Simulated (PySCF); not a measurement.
# H2O2 (SMILES OO) at PBE/STO-3G

Aim: the energy change on altering one bond length of H2O2 at PBE/STO-3G, from 2 runs. The job is set up through a Python script.

Program for the calculation: PySCF 2.14.0.

9 further runs of the same task are left out: 9 set aside as unsound or not needed.

### Step 1. The molecule

H2O2: 4 atoms, total charge 0, spin state singlet. SMILES: `OO`. The coordinates come from a PBE0-D4/def2-TZVP relaxation.

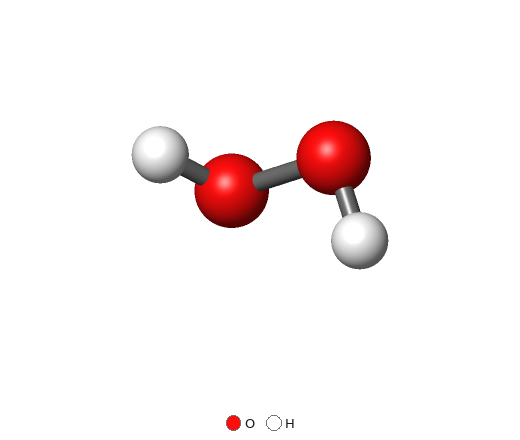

Viewed from a chosen angle; oxygen red, hydrogen white.

### Step 2. The energy at PBE/STO-3G

The input, job.py:

```python
from pyscf import gto, dft

system = gto.Mole()
system.atom = '''
O     -0.486800    -0.581100     0.030600
O      0.048300     0.728400     0.206900
H      0.186400    -1.117000     0.467400
H      0.252100     0.969800    -0.704900
'''
system.spin = 0
system.max_memory = 1860
system.verbose = 3
system.basis = 'sto-3g'
system.build()

mf = dft.RKS(system)
mf.xc = 'pbe'
mf.conv_tol = 1e-10
mf.grids.level = 5
mf.kernel()
if not mf.converged:
    mf = mf.newton().run(mf.mo_coeff, mf.mo_occ)

e_final = mf.e_tot
print('E(%s) = %.9f' % ('PBE', e_final))
```

Run with:

```sh
$ OMP_NUM_THREADS=1 python job.py
```

What it wrote:

```text
converged SCF energy = -149.283730762885
E(PBE) = -149.283730763
```

Run time: 1.6 s. Hardware: 1 thread of Arm Neoverse V1, shared host; peak memory 0.17 GiB.

### Step 3. The distorted shape

The input, mol.xyz:

```xyz
4

O     -0.621459    -0.473905    -0.056772
O     -0.086359     0.835595     0.119528
H      0.186400    -1.117000     0.467400
H      0.117441     1.076995    -0.792272
```

The input, job.py:

```python
from pyscf import gto, dft

system = gto.M(
    atom='mol.xyz',
    charge=0,
    max_memory=1860,
    verbose=3,
    basis='sto-3g',
)

mf = dft.RKS(system)
mf.xc = 'pbe'
mf.grids.level = 5
mf.conv_tol = 1e-10
mf.kernel()
if not mf.converged:
    mf = mf.newton().run(mf.mo_coeff, mf.mo_occ)

etot = mf.e_tot
print('Final energy', etot)
```

Run with:

```sh
$ OMP_NUM_THREADS=1 python job.py
```

What it wrote:

```text
converged SCF energy = -149.28468827886
Final energy -149.2846882788601
```

It took 1.7 s on 1 thread of Arm Neoverse V1, shared host; peak memory 0.17 GiB.

### Step 4. Results

Level: PBE/STO-3G.

| quantity | value |
| --- | --- |
| first shape: total energy | -149.28373 Eh |
| first shape: dipole moment | 1.47 D |
| first shape: HOMO energy | -1.44 eV |
| first shape: LUMO energy | 4.75 eV |
| first shape: HOMO–LUMO gap | 6.18 eV |
| distorted shape: total energy | -149.28469 Eh |
| distorted shape: dipole moment | 1.36 D |
| distorted shape: HOMO energy | -1.48 eV |
| distorted shape: LUMO energy | 4.30 eV |
| distorted shape: HOMO–LUMO gap | 5.79 eV |
| energy change with the O1–H3 bond stretched from 0.965 to 1.158 Å | -0.026 eV |

With the O1–H3 bond stretched from 0.965 to 1.158 Å the energy falls by 0.03 eV (0.6 kcal/mol). The first shape isn't relaxed at this level, so the change isn't measured from a minimum. The minimal basis adds a large error of its own. Mulliken charges (first shape) run from -0.20 on O1 to +0.20 on H3; they depend strongly on the basis.
